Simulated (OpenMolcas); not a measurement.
## Run report: SnClF₂, excited-state calculation (part 2 of 2)

SnClF₂, multiplicity 2, SMILES [F][Sn]([F])[Cl]; CASSCF/STO-3G (OpenMolcas 26.06). The geometry comes from this level: GFN2-xTB.

Geometry of the input (Å):
```
F  -1.1543  -0.4885  1.6441
Sn 0.2253  0.4420  0.2940
F  1.8827  -0.8377  -0.1602
Cl -0.9537  0.8842  -1.7779
```

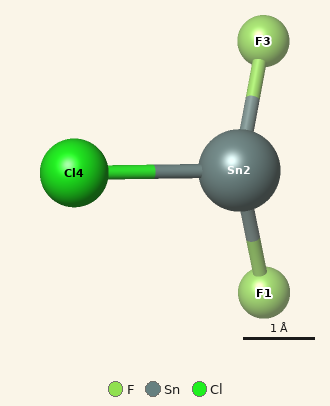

Fig. 1: The input geometry (ball-and-stick view, seen at a tilt; atoms are numbered from 1 in the order of the input). Sticks mark near contacts.

**The program's output, continued**
```
      printout of CI-coefficients larger than  0.05 for root  1
      energy=   -6614.048597
      conf/sym  111111111     Coeff  Weight
             1  22222u000  -0.88035 0.77501
             3  2222200u0  -0.21635 0.04681
             7  2222uud00   0.12358 0.01527
            12  2222u0ud0  -0.08459 0.00716
            21  222u22000   0.12821 0.01644
            25  222u2d0u0   0.09053 0.00819
            27  222u2u0d0   0.08644 0.00747
            55  2u222ud00  -0.08240 0.00679
            73  u2222d0u0  -0.08333 0.00694
            86  22220u200  -0.06258 0.00392
            87  2222020u0   0.09686 0.00938
            91  22220u020  -0.07873 0.00620
           105  222ud2u00   0.10018 0.01004
           108  222ududu0  -0.09534 0.00909
           110  222uduud0  -0.05870 0.00345
           147  2u22d20u0  -0.05838 0.00341
           191  22202u020  -0.05574 0.00311
           282  22022u002  -0.05692 0.00324
           436  2u22u20d0  -0.08799 0.00774

      printout of CI-coefficients larger than  0.05 for root  2
      energy=   -6613.958843
      conf/sym  111111111     Coeff  Weight
             2  222220u00  -0.05404 0.00292
             5  2222u2000  -0.51754 0.26784
            11  2222uu0d0   0.05198 0.00270
            53  2u2222000  -0.69556 0.48381
            61  2u2220020   0.05378 0.00289
            70  u2222du00   0.14987 0.02246
            71  u2222ud00   0.22288 0.04967
           167  u222d20u0   0.15573 0.02425
           460  u222u20d0   0.22048 0.04861
           464  u222ud020  -0.06677 0.00446
           733  u22202ud0  -0.06548 0.00429
          1085  0222u2020  -0.05251 0.00276
          3105  uu22u2dd0  -0.07590 0.00576

      printout of CI-coefficients larger than  0.05 for root  3
      energy=   -6613.945312
      conf/sym  111111111     Coeff  Weight
             1  22222u000   0.09912 0.00982
             3  2222200u0  -0.26743 0.07152
             7  2222uud00   0.10851 0.01177
            21  222u22000   0.13205 0.01744
            54  2u222du00   0.19577 0.03832
            55  2u222ud00   0.20675 0.04274
            69  u22222000  -0.79782 0.63651
            77  u22220020   0.05926 0.00351
            87  2222020u0   0.10539 0.01111
           108  222ududu0  -0.06044 0.00365
           147  2u22d20u0   0.11734 0.01377
           327  2022220u0   0.05604 0.00314
           436  2u22u20d0   0.21132 0.04465
           440  2u22ud020  -0.05415 0.00293
           509  2u2u2dud0  -0.05714 0.00327
           606  uu222udd0   0.06084 0.00370

      printout of CI-coefficients larger than  0.05 for root  4
      energy=   -6613.913955
      conf/sym  111111111     Coeff  Weight
             2  222220u00   0.22518 0.05070
             5  2222u2000  -0.68276 0.46616
             8  2222u0200   0.05966 0.00356
             9  2222ud0u0   0.23198 0.05382
            11  2222uu0d0  -0.24348 0.05928
            13  2222u0020   0.08598 0.00739
            22  222u2du00   0.15689 0.02461
            23  222u2ud00   0.07982 0.00637
            53  2u2222000   0.47161 0.22242
            71  u2222ud00  -0.05649 0.00319
            90  22220uud0   0.09220 0.00850
           107  222ud20u0   0.05179 0.00268
           150  2u22duud0  -0.06147 0.00378
           171  u222du020   0.08146 0.00664
           388  222uu20d0   0.11137 0.01240

      printout of CI-coefficients larger than  0.05 for root  5
      energy=   -6613.895156
      conf/sym  111111111     Coeff  Weight
             1  22222u000  -0.19037 0.03624
             3  2222200u0   0.64423 0.41504
             4  22222000u  -0.05613 0.00315
             6  2222udu00   0.15764 0.02485
             7  2222uud00   0.21125 0.04462
            10  2222u0du0  -0.06340 0.00402
            21  222u22000  -0.36586 0.13385
            29  222u20020   0.08280 0.00686
            54  2u222du00  -0.09750 0.00951
            58  2u2220du0   0.09160 0.00839
            69  u22222000  -0.28805 0.08298
            73  u2222d0u0  -0.13919 0.01937
            75  u2222u0d0   0.12393 0.01536
            87  2222020u0   0.08539 0.00729
            89  2222002u0  -0.05928 0.00351
           108  222ududu0   0.07389 0.00546
           147  2u22d20u0   0.18485 0.03417
           151  2u22du020  -0.06820 0.00465
           168  u222dudu0  -0.07327 0.00537
           187  2220220u0  -0.10146 0.01029
           225  2u2d22u00   0.07980 0.00637
           228  2u2d2udu0  -0.11418 0.01304
           247  u22d220u0   0.07505 0.00563
           327  2022220u0  -0.10113 0.01023
           348  ud222udu0   0.05681 0.00323
           367  0222220u0  -0.08486 0.00720
           696  2u2202du0  -0.05134 0.00264

      Natural orbitals and occupation numbers for root  1
      sym 1:   1.981255   1.981885   1.983335   1.927233   1.879953   1.021742   0.083745   0.119512   0.021340

      Natural orbitals and occupation numbers for root  2
      sym 1:   1.790627   1.135845   1.986429   1.969953   1.929235   1.866766   0.136705   0.153543   0.030896

      Natural orbitals and occupation numbers for root  3
      sym 1:   1.279977   1.785155   1.984768   1.950919   1.873795   1.690073   0.167525   0.237603   0.030186

      Natural orbitals and occupation numbers for root  4
      sym 1:   1.972033   1.928976   1.985202   1.948282   1.142852   1.625353   0.137378   0.230013   0.029912

      Natural orbitals and occupation numbers for root  5
      sym 1:   1.882919   1.899149   1.978405   1.708122   1.781525   0.931170   0.186288   0.600548   0.031873

      ************************************************************************************************************************
      *                                                    Final results                                                     *
      ************************************************************************************************************************

++    Final optimization conditions:
      ------------------------------

      Average CI energy                           -6613.95237237
      RASSCF energy for state  5                  -6613.89515553
      Super-CI energy                                -0.00000001
      RASSCF energy change                            0.00000000
      Max change in MO coefficients               2.277E-04
      Max non-diagonal density matrix element     1.625E-04
      Maximum BLB matrix element                 -5.195E-06
      (orbital pair  37,  39 in symmetry   1)
      Norm of electronic gradient            2.006E-02
--

      Final state energy(ies):
      ------------------------

::    RASSCF root number  1 Total energy:  -6614.04859658
::    RASSCF root number  2 Total energy:  -6613.95884262
::    RASSCF root number  3 Total energy:  -6613.94531213
::    RASSCF root number  4 Total energy:  -6613.91395497
::    RASSCF root number  5 Total energy:  -6613.89515553
      Von Neumann Entropy (Root   1) =  1.17339

      Mulliken population analysis for root number:  1
      -----------------------------------------------

++    Molecular charges:
      ------------------

      Mulliken charges per centre
      ---------------------------

                F1      SN2     F3      CL4
      Total    9.1538 49.2623  9.1539 17.4300

      N-E     -0.1538  0.7377 -0.1539 -0.4300

      Total electronic charge=   85.000000

      Total            charge=   -0.000000
--

      Expectation values of various properties for root number:  1
      -----------------------------------------------------------

++    Molecular properties:
      ---------------------

      Charge (e):
                      =   -0.0000
      Dipole Moment (debye):
      Origin of the operator (angstrom)=    0.0389    0.3045    0.0066
                   X=  1.7216E+00               Y=  7.6871E-02               Z=  2.8863E+00           Total=  3.3616E+00
      Quadrupole Moment (debye*angstrom):
      Origin of the operator (angstrom)=    0.0389    0.3045    0.0066
                  XX= -4.6198E+01              XY=  1.9567E+00              XZ= -1.9194E+00              YY= -4.2509E+01
                  YZ=  2.7561E+00              ZZ= -4.9054E+01
      In traceless form (debye*angstrom)
                  XX= -4.1673E-01              XY=  2.9350E+00              XZ= -2.8791E+00              YY=  5.1177E+00
                  YZ=  4.1341E+00              ZZ= -4.7010E+00
--

      Mulliken spin population analysis for root number:  1
      ---------------------------------------------------

++    Molecular charges:
      ------------------

      Mulliken spin population per centre
      ---------------------------

                F1      SN2     F3      CL4
      Total    0.1453  0.6768  0.1451  0.0327

      Total electronic spin=    1.000000
--

      Von Neumann Entropy (Root   2) =  1.42246

      Mulliken population analysis for root number:  2
      -----------------------------------------------

++    Molecular charges:
      ------------------

      Mulliken charges per centre
      ---------------------------

                F1      SN2     F3      CL4
      Total    9.0223 49.4665  9.0238 17.4873

      N-E     -0.0223  0.5335 -0.0238 -0.4873

      Total electronic charge=   85.000000

      Total            charge=   -0.000000
--

      Expectation values of various properties for root number:  2
      -----------------------------------------------------------

++    Molecular properties:
      ---------------------

      Charge (e):
                      =   -0.0000
      Dipole Moment (debye):
      Origin of the operator (angstrom)=    0.0389    0.3045    0.0066
                   X=  1.5497E+00               Y= -2.8130E+00               Z=  3.1760E+00           Total=  4.5168E+00
      Quadrupole Moment (debye*angstrom):
      Origin of the operator (angstrom)=    0.0389    0.3045    0.0066
                  XX= -4.3744E+01              XY=  7.9725E-01              XZ= -4.9046E+00              YY= -4.2350E+01
                  YZ=  1.5863E+00              ZZ= -4.9474E+01
      In traceless form (debye*angstrom)
                  XX=  2.1674E+00              XY=  1.1959E+00              XZ= -7.3570E+00              YY=  4.2597E+00
                  YZ=  2.3795E+00              ZZ= -6.4271E+00
--

      Mulliken spin population analysis for root number:  2
      ---------------------------------------------------

++    Molecular charges:
      ------------------

      Mulliken spin population per centre
      ---------------------------

                F1      SN2     F3      CL4
      Total    0.5411 -0.0757  0.5366 -0.0021

      Total electronic spin=    1.000000
--

      Von Neumann Entropy (Root   3) =  1.65380

      Mulliken population analysis for root number:  3
      -----------------------------------------------

++    Molecular charges:
      ------------------

      Mulliken charges per centre
      ---------------------------

                F1      SN2     F3      CL4
      Total    9.0431 49.4375  9.0418 17.4777

      N-E     -0.0431  0.5625 -0.0418 -0.4777

      Total electronic charge=   85.000000

      Total            charge=   -0.000000
--

      Expectation values of various properties for root number:  3
      -----------------------------------------------------------

++    Molecular properties:
      ---------------------

      Charge (e):
                      =   -0.0000
      Dipole Moment (debye):
      Origin of the operator (angstrom)=    0.0389    0.3045    0.0066
                   X=  1.6758E+00               Y= -2.1300E+00               Z=  3.2167E+00           Total=  4.2062E+00
      Quadrupole Moment (debye*angstrom):
      Origin of the operator (angstrom)=    0.0389    0.3045    0.0066
                  XX= -4.4235E+01              XY=  1.0938E+00              XZ= -4.2636E+00              YY= -4.2044E+01
                  YZ=  1.9119E+00              ZZ= -4.9402E+01
      In traceless form (debye*angstrom)
                  XX=  1.4880E+00              XY=  1.6407E+00              XZ= -6.3955E+00              YY=  4.7749E+00
                  YZ=  2.8679E+00              ZZ= -6.2629E+00
--

      Mulliken spin population analysis for root number:  3
      ---------------------------------------------------

++    Molecular charges:
      ------------------

      Mulliken spin population per centre
      ---------------------------

                F1      SN2     F3      CL4
      Total    0.4082  0.1759  0.4122  0.0037

      Total electronic spin=    1.000000
--

      Von Neumann Entropy (Root   4) =  1.53726

      Mulliken population analysis for root number:  4
      -----------------------------------------------

++    Molecular charges:
      ------------------

      Mulliken charges per centre
      ---------------------------

                F1      SN2     F3      CL4
      Total    9.0510 49.4219  9.0512 17.4759

      N-E     -0.0510  0.5781 -0.0512 -0.4759

      Total electronic charge=   85.000000

      Total            charge=   -0.000000
--

      Expectation values of various properties for root number:  4
      -----------------------------------------------------------

++    Molecular properties:
      ---------------------

      Charge (e):
                      =   -0.0000
      Dipole Moment (debye):
      Origin of the operator (angstrom)=    0.0389    0.3045    0.0066
                   X=  1.4927E+00               Y= -2.4232E+00               Z=  2.9865E+00           Total=  4.1254E+00
      Quadrupole Moment (debye*angstrom):
      Origin of the operator (angstrom)=    0.0389    0.3045    0.0066
                  XX= -4.3820E+01              XY=  7.3832E-01              XZ= -4.7884E+00              YY= -4.2797E+01
                  YZ=  1.5715E+00              ZZ= -4.9431E+01
      In traceless form (debye*angstrom)
                  XX=  2.2934E+00              XY=  1.1075E+00              XZ= -7.1827E+00              YY=  3.8291E+00
                  YZ=  2.3573E+00              ZZ= -6.1225E+00
--

      Mulliken spin population analysis for root number:  4
      ---------------------------------------------------

++    Molecular charges:
      ------------------

      Mulliken spin population per centre
      ---------------------------

                F1      SN2     F3      CL4
      Total    0.4256  0.1432  0.4250  0.0062

      Total electronic spin=    1.000000
--

      Von Neumann Entropy (Root   5) =  1.96012

      Mulliken population analysis for root number:  5
      -----------------------------------------------

++    Molecular charges:
      ------------------

      Mulliken charges per centre
      ---------------------------

                F1      SN2     F3      CL4
      Total    9.0690 49.4199  9.0689 17.4421

      N-E     -0.0690  0.5801 -0.0689 -0.4421

      Total electronic charge=   85.000000

      Total            charge=   -0.000000
--

      Expectation values of various properties for root number:  5
      -----------------------------------------------------------

++    Molecular properties:
      ---------------------

      Charge (e):
                      =   -0.0000
      Dipole Moment (debye):
      Origin of the operator (angstrom)=    0.0389    0.3045    0.0066
                   X=  2.0548E+00               Y= -2.5388E-02               Z=  3.4637E+00           Total=  4.0274E+00
      Quadrupole Moment (debye*angstrom):
      Origin of the operator (angstrom)=    0.0389    0.3045    0.0066
                  XX= -4.4394E+01              XY=  1.5590E+00              XZ= -3.2078E+00              YY= -4.1794E+01
                  YZ=  2.4655E+00              ZZ= -4.8554E+01
      In traceless form (debye*angstrom)
                  XX=  7.7993E-01              XY=  2.3385E+00              XZ= -4.8117E+00              YY=  4.6798E+00
                  YZ=  3.6983E+00              ZZ= -5.4598E+00
--

      Mulliken spin population analysis for root number:  5
      ---------------------------------------------------

++    Molecular charges:
      ------------------

      Mulliken spin population per centre
      ---------------------------

                F1      SN2     F3      CL4
      Total    0.1558  0.6500  0.1567  0.0374

      Total electronic spin=    1.000000
--

      Average orbitals are written to the RASORB file
      Natural orbitals for root   1 are written to the RASORB.1 file
      Natural orbitals for root   2 are written to the RASORB.2 file
      Natural orbitals for root   3 are written to the RASORB.3 file
      Natural orbitals for root   4 are written to the RASORB.4 file
      Natural orbitals for root   5 are written to the RASORB.5 file
      Spin density orbitals for root   1 are written to the SPDORB.1 file
      Spin density orbitals for root   2 are written to the SPDORB.2 file
      Spin density orbitals for root   3 are written to the SPDORB.3 file
      Spin density orbitals for root   4 are written to the SPDORB.4 file
      Spin density orbitals for root   5 are written to the SPDORB.5 file

--- Stop Module: rasscf /rc=_RC_ALL_IS_WELL_ ---
           step2.RasOrb.2 step2.RasOrb.3 step2.RasOrb.4 step2.RasOrb.5 step2.rasscf.h5 step2.SpdOrb.1 step2.SpdOrb.2 step2.SpdOrb.3 step2.SpdOrb.4 step2.SpdOrb.5 xmldump
--- Module rasscf spent 31 seconds ---

.##################.
.# Happy landing! #.
.##################.

    Timing: Wall=32.86 User=31.11 System=1.58
```
